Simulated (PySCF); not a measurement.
# C2H9PSSi (SMILES CSCP[SiH3]) at 5 levels

Aim: a comparison of 5 runs (HF/3-21G, HF/def2-SVP, SVWN5/6-31G, CAM-B3LYP/def2-SVP, PBE0/def2-SVP) of C2H9PSSi. The job is set up through a Python script.

The results are computed with PySCF 2.14.0.

## (1) The system as given

C2H9PSSi: 14 atoms, total charge 0, spin state singlet. As SMILES, `CSCP[SiH3]`. Geometry: relaxed at GFN2-xTB. This is one conformer, not always the lowest.

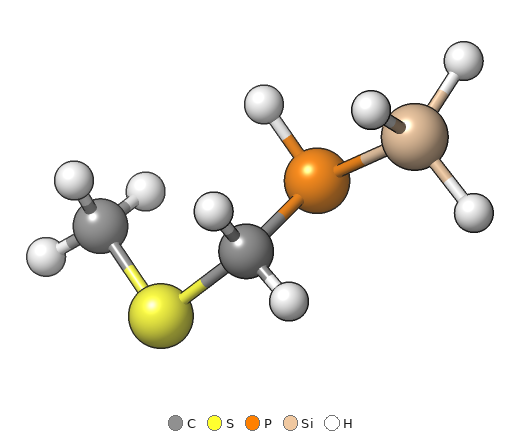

Viewed from a chosen angle; carbon grey, sulfur yellow, phosphorus orange, silicon light orange, hydrogen white.

## (2) Energy and gradient at HF/3-21G (run 1)

Contents of job.py:

```python
from pyscf import gto

mol = gto.M(
    atom='''
C       -1.539700       1.093540       1.883000
S        0.109690       1.751430       1.525310
C        0.496700       0.813790       0.014630
P        0.452050      -1.038000       0.230210
Si       1.258760      -1.557170      -1.790690
H       -1.891050       1.597840       2.776770
H       -1.462140       0.022800       2.062200
H       -2.205060       1.301290       1.048870
H       -0.175220       1.141680      -0.780430
H        1.519390       1.102850      -0.233300
H       -0.885150      -1.197000      -0.117070
H        0.979360      -2.974860      -1.998170
H        2.695900      -1.289190      -1.755600
H        0.646480      -0.768990      -2.865700
''',
    basis='3-21g',
    max_memory=1860,
    spin=0,
    verbose=4,
)

mf = mol.RHF()
mf.conv_tol = 1e-10
mf.kernel()
if not mf.converged:
    mf = mf.newton().run(mf.mo_coeff, mf.mo_occ)

etot = mf.e_tot
print('Final energy', etot)
grad = mf.nuc_grad_method().kernel()
dip = mf.dip_moment()
pop, q = mf.mulliken_pop()
```

The run is started by

```console
$ OMP_NUM_THREADS=1 python job.py
```

The program printed:

```text
PySCF version 2.14.0

[... 70 lines left out ...]
converged SCF energy = -1102.4549245226
Final energy -1102.4549245225978
[... 11 lines left out ...]
Dipole moment(X, Y, Z, Debye): -1.32792, -0.54622, -1.98404
[... 90 lines left out ...]
charge of   13H =     -0.16985
```

Wall time 10 s (1 thread of Intel Xeon at 2.50GHz (Skylake/Cascade Lake), shared host); peak memory 0.15 GiB.

## (3) Energy and gradient at HF/def2-SVP (run 2)

Contents of run.py:

```python
# CSCP[SiH3]
import pyscf.grad
from pyscf import gto

mol = gto.M(
    atom=[
    ('C', (-1.539700, 1.093540, 1.883000)),
    ('S', (0.109690, 1.751430, 1.525310)),
    ('C', (0.496700, 0.813790, 0.014630)),
    ('P', (0.452050, -1.038000, 0.230210)),
    ('Si', (1.258760, -1.557170, -1.790690)),
    ('H', (-1.891050, 1.597840, 2.776770)),
    ('H', (-1.462140, 0.022800, 2.062200)),
    ('H', (-2.205060, 1.301290, 1.048870)),
    ('H', (-0.175220, 1.141680, -0.780430)),
    ('H', (1.519390, 1.102850, -0.233300)),
    ('H', (-0.885150, -1.197000, -0.117070)),
    ('H', (0.979360, -2.974860, -1.998170)),
    ('H', (2.695900, -1.289190, -1.755600)),
    ('H', (0.646480, -0.768990, -2.865700)),
],
    basis='def2-svp',
    max_memory=1860,
    verbose=3,
    spin=0,
    charge=0,
)

hf = mol.RHF()
hf.conv_tol = 1e-10
hf.kernel()
if not hf.converged:
    hf = hf.newton().run(hf.mo_coeff, hf.mo_occ)

e_final = hf.e_tot
print('E(%s) = %.9f' % ('HF', e_final))
grad = hf.Gradients().kernel()
dip = hf.dip_moment()
pop, q = hf.mulliken_pop()
```

The run is started by

```console
$ OMP_NUM_THREADS=1 python run.py
```

The program printed:

```text
converged SCF energy = -1107.77552020498
[... 9 lines left out ...]
Dipole moment(X, Y, Z, Debye): -1.22698, -0.41404, -1.40196
[... 142 lines left out ...]
charge of   13H =     -0.13505
```

Run time: 51 s. Hardware: 1 thread of Intel Xeon at 2.50GHz (Skylake/Cascade Lake), shared host; peak memory 0.37 GiB.

## (4) Energy and gradient at SVWN5/6-31G (run 3)

Contents of job.py:

```python
import pyscf.grad
from pyscf import gto, dft

mol = gto.Mole()
mol.atom = '''
C       -1.539700       1.093540       1.883000
S        0.109690       1.751430       1.525310
C        0.496700       0.813790       0.014630
P        0.452050      -1.038000       0.230210
Si       1.258760      -1.557170      -1.790690
H       -1.891050       1.597840       2.776770
H       -1.462140       0.022800       2.062200
H       -2.205060       1.301290       1.048870
H       -0.175220       1.141680      -0.780430
H        1.519390       1.102850      -0.233300
H       -0.885150      -1.197000      -0.117070
H        0.979360      -2.974860      -1.998170
H        2.695900      -1.289190      -1.755600
H        0.646480      -0.768990      -2.865700
'''
mol.verbose = 3
mol.max_memory = 1860
mol.basis = '6-31g'
mol.build()

ks = dft.RKS(mol, xc='svwn')
ks.grids.level = 5
ks.conv_tol = 1e-10
ks.kernel()
if not ks.converged:
    ks = ks.newton().run(ks.mo_coeff, ks.mo_occ)

e_final = ks.e_tot
print('Final energy', e_final)
grad = ks.Gradients().kernel()
dip = ks.dip_moment()
pop, q = ks.mulliken_pop()
```

The run is started by

```console
$ OMP_NUM_THREADS=1 python job.py
```

The program printed:

```text
converged SCF energy = -1105.90278213432
Final energy -1105.9027821343223
[... 8 lines left out ...]
Dipole moment(X, Y, Z, Debye): -1.52649, -0.31899, -1.89541
[... 90 lines left out ...]
charge of   13H =     -0.03419
```

It took 66 s on 1 thread of Intel Xeon at 2.50GHz (Skylake/Cascade Lake), shared host; peak memory 0.43 GiB.

Run 4 isn't shown in full; the table further down has it.

## (5) Energy and gradient at PBE0/def2-SVP (run 5)

Contents of job.py:

```python
import pyscf.grad
from pyscf import gto, dft

mol = gto.M(
    atom='''
C   -1.539700   1.093540   1.883000
S    0.109690   1.751430   1.525310
C    0.496700   0.813790   0.014630
P    0.452050  -1.038000   0.230210
Si   1.258760  -1.557170  -1.790690
H   -1.891050   1.597840   2.776770
H   -1.462140   0.022800   2.062200
H   -2.205060   1.301290   1.048870
H   -0.175220   1.141680  -0.780430
H    1.519390   1.102850  -0.233300
H   -0.885150  -1.197000  -0.117070
H    0.979360  -2.974860  -1.998170
H    2.695900  -1.289190  -1.755600
H    0.646480  -0.768990  -2.865700
''',
    basis='def2-svp',
    spin=0,
    verbose=4,
    max_memory=1860,
)

mf = dft.RKS(mol, xc='pbe0')
mf.conv_tol = 1e-10
mf.grids.level = 5
mf.kernel()
if not mf.converged:
    mf = mf.newton().run(mf.mo_coeff, mf.mo_occ)

energy = mf.e_tot
print('E(%s) = %.9f' % ('PBE0', energy))
grad = mf.Gradients().kernel()
dip = mf.dip_moment()
pop, q = mf.mulliken_pop()
```

The run is started by

```console
$ OMP_NUM_THREADS=1 python job.py
```

The program printed:

```text
PySCF version 2.14.0

[... 81 lines left out ...]
converged SCF energy = -1109.77412098361
[... 13 lines left out ...]
Dipole moment(X, Y, Z, Debye): -1.22905, -0.25489, -1.26277
[... 142 lines left out ...]
charge of   13H =     -0.05736
```

Wall time 2.7 min (1 thread of Intel Xeon at 2.50GHz (Skylake/Cascade Lake), shared host); peak memory 1.4 GiB.

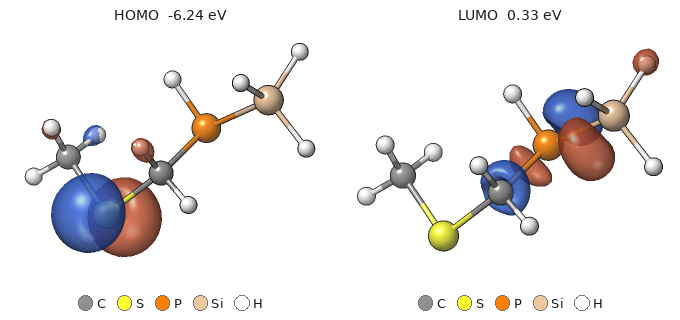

Frontier orbitals of this run, surfaces at ±0.2 Å^-3/2.

## (6) The series

```
run               level  integration grid   energy (Eh)  dipole moment (D)  HOMO energy (eV)  LUMO energy (eV)  wall time
  1            HF/3-21G                 –  -1102.454925               2.45             -9.21              3.59       10 s
  2         HF/def2-SVP                 –  -1107.775520               1.91             -9.08              3.71       51 s
  3         SVWN5/6-31G                 5  -1105.902782               2.45             -5.11             -0.63       66 s
  4  CAM-B3LYP/def2-SVP                 5  -1110.225217               1.69             -7.50              1.49    3.9 min
  5       PBE0/def2-SVP                 5  -1109.774121               1.78             -6.24              0.33    2.7 min
```

## (7) Outcome

| quantity | value |
| --- | --- |
| run 5: total energy | -1109.77412 Eh |
| run 5: dipole moment | 1.78 D |
| run 5: HOMO energy | -6.24 eV |
| run 5: LUMO energy | 0.33 eV |
| run 5: HOMO–LUMO gap | 6.57 eV |
| run 5: largest force on an atom | 0.923 eV/Å |

The dipole moment (its size) runs from 1.69 D (CAM-B3LYP/def2-SVP) to 2.45 D (SVWN5/6-31G). The two ends differ in method and basis. The HOMO–LUMO gap runs from 4.48 eV (SVWN5/6-31G) to 12.80 eV (HF/def2-SVP). Totals of different functionals can't be ranked against each other. All runs together took 8.7 min, the longest 3.9 min.
